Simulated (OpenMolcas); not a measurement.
Single-point calculation, with input and output: C3H5Ga (part 3 of 3)

C3H5Ga; CASSCF/ANO-R1, sfX2C (OpenMolcas 26.06). The geometry comes from this level: PBE0-D4/def2-TZVP.

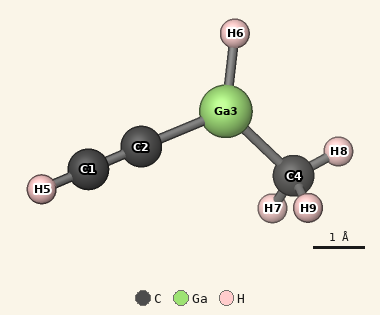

The structure as given in the input (ball-and-stick view, seen at a tilt; atoms are numbered from 1 in the order of the input). Sticks mark near contacts.

**What the program printed, continued**
```
      Average CI energy                           -2058.78253886
      RASSCF energy for state  1                  -2058.78253886
      Super-CI energy                                -0.00000000
      RASSCF energy change                           -0.00000001
      Max change in MO coefficients               3.403E-04
      Max non-diagonal density matrix element     4.041E-04
      Maximum BLB matrix element                 -3.071E-05
      (orbital pair  25,  34 in symmetry   1)
      Norm of electronic gradient            9.878E-05
--

      Final state energy(ies):
      ------------------------

::    RASSCF root number  1 Total energy:  -2058.78253886
      Von Neumann Entropy (Root   1) =  0.06154

      Mulliken population analysis for root number:  1
      -----------------------------------------------

++    Molecular charges:
      ------------------

      Mulliken charges per centre
      ---------------------------

                C1      C2      GA3     C4      H5      H6      H7      H8      H9
      Total    6.0817  6.2936 30.2488  6.4605  0.9315  1.2041  0.9237  0.9325  0.9237

      N-E     -0.0817 -0.2936  0.7512 -0.4605  0.0685 -0.2041  0.0763  0.0675  0.0763

      Total electronic charge=   54.000000

      Total            charge=   -0.000000
--

      Expectation values of various properties for root number:  1
      -----------------------------------------------------------

++    Molecular properties:
      ---------------------

      Charge (e):
                      =   -0.0000
      Dipole Moment (debye):
      Origin of the operator (angstrom)=    0.1837    0.4364    0.1741
                   X= -2.5823E-01               Y= -5.4611E-01               Z= -1.4854E-01           Total=  6.2208E-01
      Quadrupole Moment (debye*angstrom):
      Origin of the operator (angstrom)=    0.1837    0.4364    0.1741
                  XX= -3.4366E+01              XY= -1.8362E+00              XZ= -1.7731E+00              YY= -3.8642E+01
                  YZ= -1.8383E+00              ZZ= -3.2688E+01
      In traceless form (debye*angstrom)
                  XX=  1.2990E+00              XY= -2.7542E+00              XZ= -2.6596E+00              YY= -5.1149E+00
                  YZ= -2.7574E+00              ZZ=  3.8159E+00
--

      LoProp population analysis for root number:  1
      -----------------------------------------------

++    LoProp analysis:
      ----------------

++    Static properties:
      ------------------

      LoProp Charges per center

                   C1       C2       GA3      C4       H5       H6       H7       H8       H9
      Nuclear      6.0000   6.0000  31.0000   6.0000   1.0000   1.0000   1.0000   1.0000   1.0000
      Electronic  -6.3028  -6.2793 -30.3305  -6.9807  -0.6959  -1.1465  -0.7526  -0.7589  -0.7528

      Total       -0.3028  -0.2793   0.6695  -0.9807   0.3041  -0.1465   0.2474   0.2411   0.2472
--

      Natural Bond Order analysis for root number:  1

++    Natural Bond Order analysis
      ---------------------------
      Based on LoProp computed density
      -------------------------------------------------------------------------------------
      Atom A       Atom B       Bond Order
        C1           H5             0.776
      -------------------------------------------------------------------------------------
      NBO located      1.551 electrons involved in    1 bonds.
      NBO located      0.991 non-bonded electrons on atom C1
      NBO located      0.995 non-bonded electrons on atom C2
      NBO located      1.011 non-bonded electrons on atom C2
      NBO located      1.015 non-bonded electrons on atom GA3
      NBO located      1.004 non-bonded electrons on atom GA3
      NBO located      1.003 non-bonded electrons on atom GA3
      NBO located      0.996 non-bonded electrons on atom GA3
      NBO located      0.997 non-bonded electrons on atom GA3
      NBO located      0.998 non-bonded electrons on atom GA3
      NBO located      0.999 non-bonded electrons on atom GA3
      NBO located      1.000 non-bonded electrons on atom GA3
      NBO located      1.000 non-bonded electrons on atom GA3
      NBO located      1.000 non-bonded electrons on atom GA3
      NBO located      1.000 non-bonded electrons on atom GA3
      NBO located      1.000 non-bonded electrons on atom GA3
      NBO located      1.000 non-bonded electrons on atom GA3
      NBO located      1.000 non-bonded electrons on atom GA3
      NBO located      0.998 non-bonded electrons on atom C4
      NBO located      0.928 non-bonded electrons on atom C4
      The remaining    9.813 electrons are to be considered as diffuse
--

--

      Average orbitals are written to the RASORB file
      Natural orbitals for root   1 are written to the RASORB.1 file
      Spin density orbitals for root   1 are written to the SPDORB.1 file

--- Stop Module: rasscf /rc=_RC_ALL_IS_WELL_ ---
--- Module rasscf spent 5 seconds ---

.##################.
.# Happy landing! #.
.##################.

    Timing: Wall=15.46 User=13.95 System=1.26
```

The run was set up as follows.

**The input**
```
&GATEWAY
  Coord
  input.xyz
  Basis
  ANO-R0
  Group
  NoSym

&SEWARD

&RASSCF
  FileOrb
  $CurrDir/step1.LocOrb
  Alter
  2
  1 21 27
  1 28 34
  Spin
  1
  Nactel
  2 0 0
  Inactive
  26
  Ras2
  2
  OrbListing
  Nothing
>>> COPY $Project.RunFile RUNFIL1
>>> COPY $Project.RasOrb INPORB

&GATEWAY
  Coord
  input.xyz
  Basis
  ANO-R1
  Group
  NoSym
  RICD

&SEWARD
>>> COPY $Project.RunFile RUNFIL2

&EXPBAS

&RASSCF
  FileOrb
  $Project.ExpOrb
  Spin
  1
  Nactel
  2 0 0
  Inactive
  26
  Ras2
  2
  OrbListing
  Nothing
```

**File input.xyz**
```
9

C      1.498700     0.816800    -2.138700
C      0.950000     0.745200    -1.062800
Ga     0.068800     0.611200     0.643700
C     -1.036100    -0.972500     0.966400
H      1.983700     0.883100    -3.086100
H      0.292600     1.783100     1.655500
H     -0.451400    -1.877200     0.782100
H     -1.435200    -1.006300     1.980000
H     -1.871000    -0.983500     0.260000
```

Run as:
```bash
export MOLCAS_MEM=1860
pymolcas step2.input > step2.log
```

**Results in brief**

- outcome: converged
- total energy: −2058.782539 hartree
- CASSCF energy: −2058.782539 hartree
- basis functions: 106
- hardware: 1 thread of Arm Neoverse V2, 24 GiB of memory available, shared host
- wall time: 16 s
- peak memory: 0.41 GiB
